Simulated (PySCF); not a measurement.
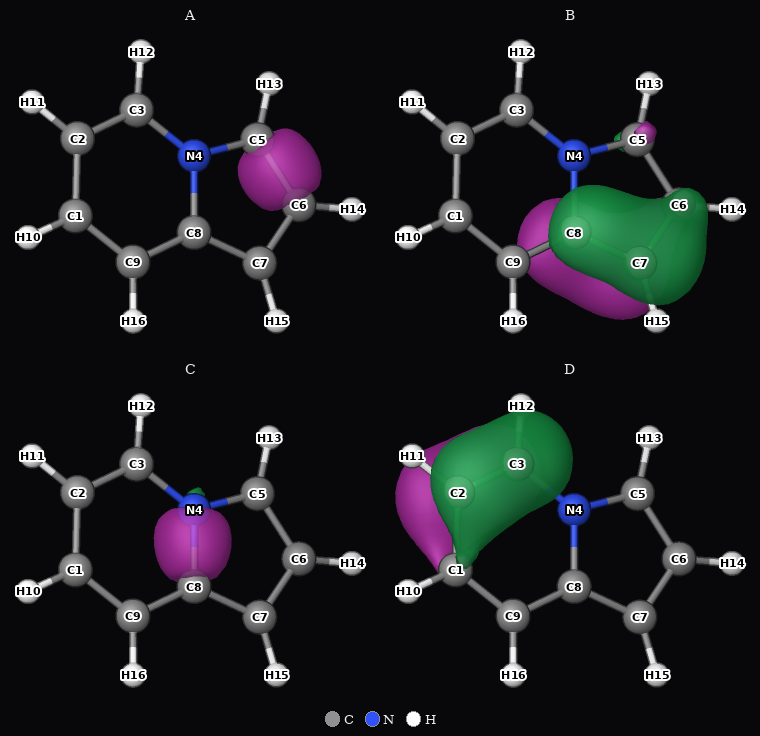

Figure 1: C8H7N, SMILES `c1ccn2cccc2c1`. Pipek–Mezey orbitals, occupied; each surface holds about 70 % of the orbital's density. Energies are diagonal elements of the Fock matrix.

PySCF calculation, HF/def2-SVPD, gas phase; geometry: GFN2-xTB. No frequency check shows the geometry to be a minimum.

### What does each orbital represent in a Lewis picture?

By panel:
- A: σ bond C5–C6 (C5 50 %, C6 49 %; −22.1 eV)
- B: delocalised π orbital mainly over C7, C8 and C6 (C7 51 %, C8 36 %, C6 6 %; −10.5 eV)
- C: σ bond N4–C8 (N4 59 %, C8 40 %; −24.9 eV)
- D: π bond C2–C3 (C2 50 %, C3 42 %, C1 3 %; −10.9 eV)

### How do all the valence pairs divide up?

22 pairs: 17 σ bonds, 3 two-centre π bonds, 1 partly delocalised lone pair and 1 delocalised π orbital.

The PySCF run took 3.6 s on 1 thread of AMD EPYC 9R45 96-Core Processor (Zen 5), with other jobs on the host, peak memory 0.46 GiB.
